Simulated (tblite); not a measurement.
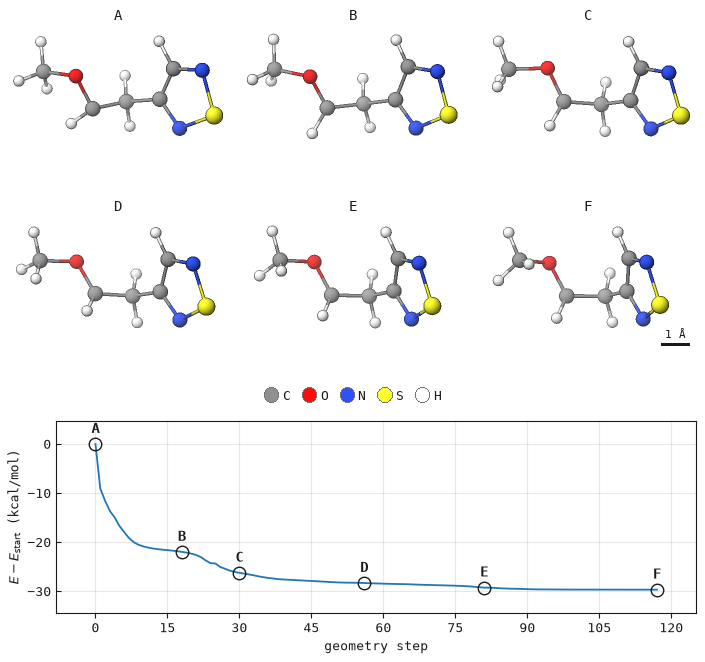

Frames of a relaxation of C5H7N2OS (multiplicity 2), marked on the history of the run. Style: ball-and-stick. Shown at a tilt.

Level of theory: GFN2-xTB geometry optimisation, gas phase (tblite). 

**Describe the path.**

An H atom moves most after the best rigid fit: 1.74 Å. By element the largest moves are H 1.74 Å, O 1.31 Å, S 1.02 Å, N 1.00 Å, C 0.93 Å. Among the contacts that change: N–S 1.704 → 1.633 Å, C–H 1.141 → 1.075 Å, C–C 1.352 → 1.417 Å, C–O 1.406 → 1.354 Å. Bond angles that change, for instance: O–C–H 105.6° → 118.5°, C–O–C 106.6° → 116.8°, C–C–H 111.6° → 120.2°. Groups turn about C–O by about 35°. Over 117 geometry steps the energy falls by 29.7 kcal/mol. From step 0 to 18: an H atom moves most (0.53 Å), energy −22.0 kcal/mol. From step 18 to 30: the O atom moves most (0.55 Å), energy −4.27 kcal/mol. From step 30 to 56: the O atom moves most (0.49 Å), energy −2.08 kcal/mol. From step 56 to 81: an H atom moves most (0.58 Å), energy −0.93 kcal/mol. From step 81 to 117: an H atom moves most (0.54 Å), energy −0.42 kcal/mol.
